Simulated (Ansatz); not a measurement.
The figure comes from a scan of Al (fcc, Cu type): a phonon pattern at L = (0.5, 0.0, 0.0) is frozen into a 2-atom cell, Q being the largest atomic displacement. These are PBE (plane waves to 420 eV, PAW, scalar-relativistic; Ansatz, an electronic-structure program) values and carry that method's errors. k mesh 10×20×20 (Γ-centred), Fermi-Dirac smearing 0.05 eV. E stands for the smeared free energy. With partly filled bands, energies and forces of such displacements shift with the k mesh and the smearing. Al was relaxed with its symmetry unable to fall. The PAW data are Ansatz's earlier set. The zero of ΔE is the undisplaced structure.

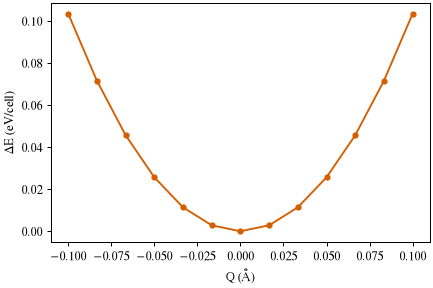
Figure. ΔE (eV/cell) against Q (Å); computed points joined by lines.

Task: Read the plotted values off the figure, to the accuracy that the plot allows.

Result: To the nearest 0.002:

```tsv
Q (Å)	ΔE (eV/cell)
-0.100	0.104
-0.083	0.072
-0.067	0.046
-0.050	0.026
-0.033	0.012
-0.017	0.002
0.000	0.000
0.017	0.002
0.033	0.012
0.050	0.026
0.067	0.046
0.083	0.072
0.100	0.104
```

(For displaced atoms, the force is minus the slope of the energy, and its curvature is a force constant, which sets phonon frequencies.)
